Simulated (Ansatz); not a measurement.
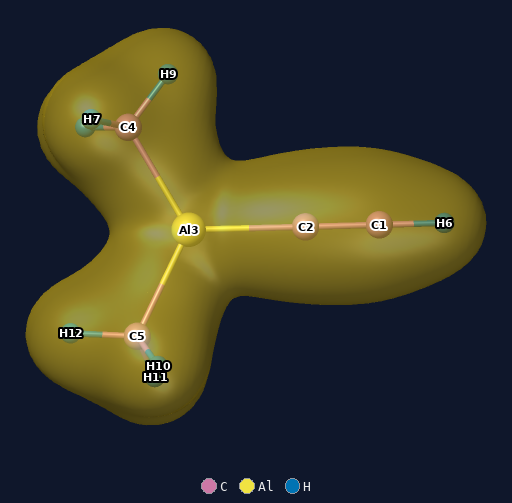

*C$_{4}$H$_{7}$Al (SMILES C#[C][Al]([CH3])[CH3]). Isosurface of the total electron density at 0.1 e/Å³ (yellow), seen across its widest extent.*

Geometry: PBE0-D4/def2-TZVP.

Theory: RKS PBE0-D4/def2-TZVPP (Ansatz 0.2.0).

```
atom    x (Å)    y (Å)    z (Å)
   C  -0.5113   2.9732   0.5170
   C  -0.3080   1.7960   0.3156
  Al   0.0090  -0.0701   0.0012
   C  -0.8148  -1.3762   1.1876
   C   1.1514  -0.5443  -1.5024
   H  -0.6903   4.0097   0.6939
   H  -0.0555  -2.0095   1.6590
   H  -1.4705  -2.0518   0.6274
   H  -1.4071  -0.9138   1.9799
   H   2.1558  -0.1282  -1.3689
   H   0.7660  -0.1167  -2.4338
   H   1.2523  -1.6232  -1.6425
```

Q: What does this surface tell about the bonding?

A: At this value the surface is in one piece. It bridges the sampled C–C (1.21 Å), C–Al (1.92 Å) and C–H (1.07 Å) contacts, where the density stays above the isovalue. On the grid the lowest density along these lines, outside the cores, is 2.8 e/Å³ (C–C, 1.21 Å), 0.62 e/Å³ (C–Al, 1.92 Å) and 2 e/Å³ (C–H, 1.07 Å).
